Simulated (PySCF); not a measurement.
CaS (charge +1, doublet)

```csv
atom,x (Å),y (Å),z (Å)
Ca,0.0000,0.0000,-1.0987
S,0.0000,0.0000,1.3733
```

Method: PySCF, PBE0/aug-pcseg-1, non-relativistic, at a bond length of 2.472 Å.

Predict the electron density, electron localisation function and spin density between the atoms.

Ca–S (2.47 Å): ρ is about 0.43 e/Å³ halfway; the ELF peaks at about 0.85 in the valence shell of S, 0.9 Å from its nucleus, and falls to about 0.20 next to Ca: a largely ionic contact.
The unpaired spin (1 electron) lies mostly on S2 (about 0.9) and Ca1 (about 0.1), in electrons by Hirshfeld's partition.

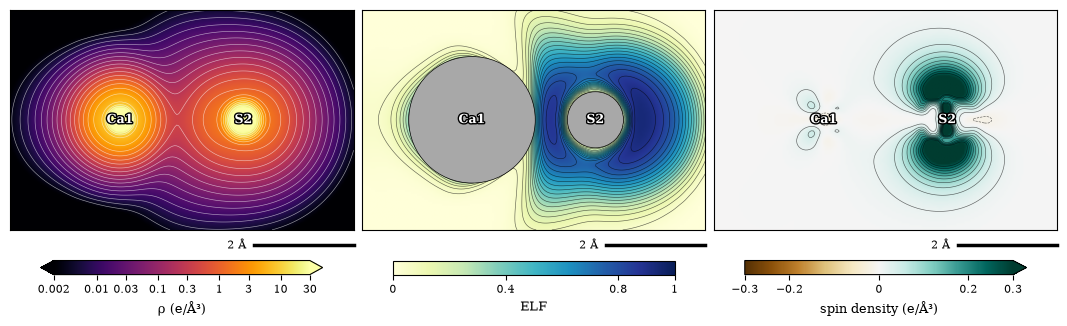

Computed electron density, electron localisation function and spin density on a plane that holds the molecular axis, in this order. Grey discs cover the atomic cores in the ELF map. 
